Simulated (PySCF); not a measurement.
```csv
atom,x (Å),y (Å),z (Å)
N,-2.4033,1.4604,1.9164
C,-1.6446,1.0283,1.1744
C,-0.7065,0.4962,0.2588
C,0.4609,1.3106,-0.1752
C,1.5292,0.5478,-0.3603
C,1.2821,-0.8957,-0.0221
C,-0.1934,-0.9394,0.3238
C,-1.1519,-0.5498,-0.7488
H,0.3899,2.3749,-0.3121
H,2.4904,0.8841,-0.7080
H,1.9007,-1.2038,0.8249
H,1.5230,-1.5511,-0.8622
H,-0.5233,-1.6107,1.1025
H,-0.7884,-0.4387,-1.7599
H,-2.1693,-0.9051,-0.6742
```

Geometry: GFN2-xTB.

Computed with PBE0/pcSseg-1, SCF density, gas phase, non-relativistic (PySCF 2.14.0).

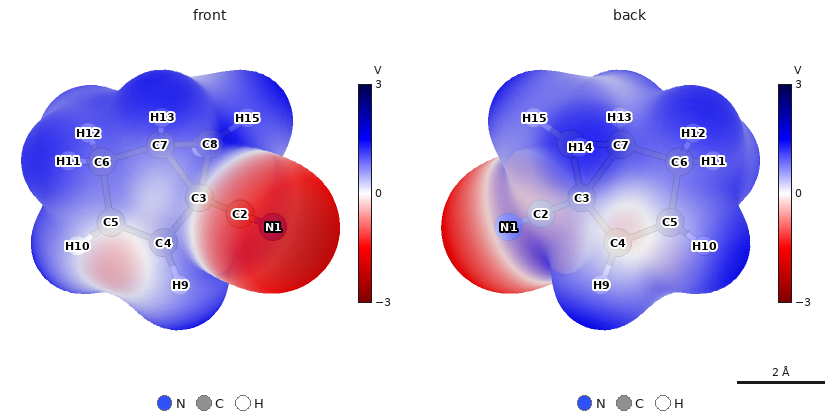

C$_{7}$H$_{7}$N. The molecular electrostatic potential painted on the density surface at 0.004 e/bohr³, seen from the front and from behind; the colour scale runs from red (negative) to blue (positive).

Which sites attract a positive test charge, and which a negative one?

A positive charge is drawn to the negative regions and a negative charge to the positive ones. The most negative region (about −2.2 V) lies over N1, the most positive (about +1.5 V) over the C and H atoms. N1 is the likeliest acceptor of a hydrogen bond.

What dipole moment does the calculation give?

Its dipole moment is 4.60 D.
